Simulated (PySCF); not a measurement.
SMILES CC(C)(C)C[SiH2]C(F)(F)F (C₆H₁₃F₃Si) at its GFN2-xTB optimised geometry (Å):

```
23

C      1.3845     0.7430     0.0000
C     -0.1435     0.7430     0.0000
C     -0.6449     2.1912     0.0000
C     -0.6553     0.0359     1.2541
C     -0.6774     0.0457    -1.2618
Si    -0.2189    -1.7763    -1.5003
C     -1.0567    -2.2470    -3.1952
F     -0.8500    -3.5353    -3.5347
F     -2.3961    -2.0756    -3.1858
F     -0.5981    -1.5116    -4.2306
H      1.7619     1.3123     0.8464
H      1.7696    -0.2708     0.0735
H      1.7690     1.1934    -0.9119
H     -1.7321     2.2221     0.0082
H     -0.2936     2.7200    -0.8830
H     -0.2835     2.7202     0.8787
H     -0.3615     0.5866     2.1447
H     -0.2448    -0.9683     1.3245
H     -1.7403    -0.0349     1.2399
H     -1.7696     0.1283    -1.2641
H     -0.3328     0.6071    -2.1368
H      1.1966    -2.0632    -1.7345
H     -0.8159    -2.7202    -0.5552
```

Level of theory: B3LYP/def2-SVP (PySCF). Cells within 0.4 Å of a nucleus heavier than hydrogen are left out (blank, or x).

Map of the electrostatic potential (hartree/e), clipped to [-0.08, 0.12] on the plane z = 0.0 Å:

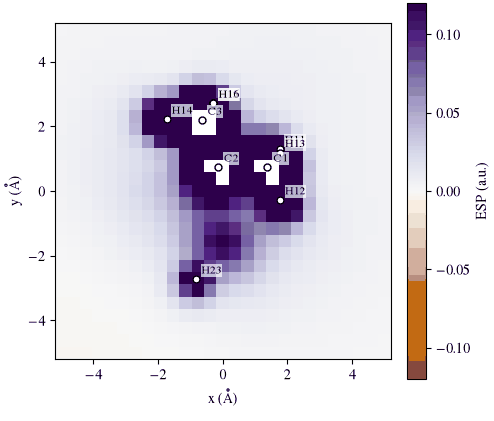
Electrostatic potential (hartree/e), clipped to [-0.08, 0.12] on the plane z = 0.0 Å.
